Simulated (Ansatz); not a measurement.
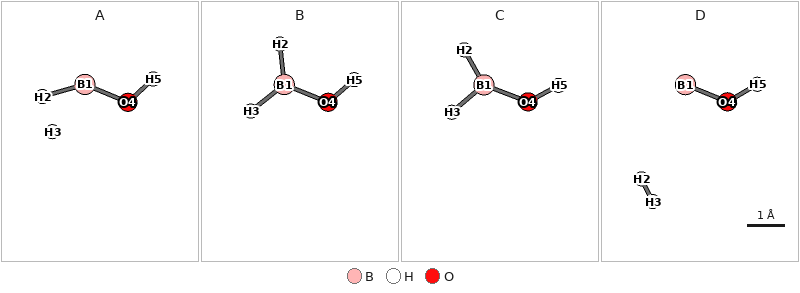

4 geometries from a converged minimum-energy path of BH3O, shuffled. The picture is a ball-and-stick view, seen at a tilt.

Computed with Ansatz 0.2.0, RKS B3LYP-D4/def2-TZVP. Set-up: 7 movable images; climbing image; force threshold 0.05 eV/Å; iteration limit 60; starting path through a guess of the saddle point.

Question: Which of them lies highest in energy?

Answer: A. In order along the path, whose images run from 0 to 8: B (image 0, 0.00 eV), C (image 1, +0.43 eV), A (image 3, +4.05 eV), D (image 7, +2.69 eV). Breaking: B1–H2 (1.20 → 1.23 at the top → 3.26 Å), B1–H3 (1.19 → 1.62 at the top → 3.85 Å). Forming: H2–H3 (2.10 → 1.07 at the top → 0.74 Å).
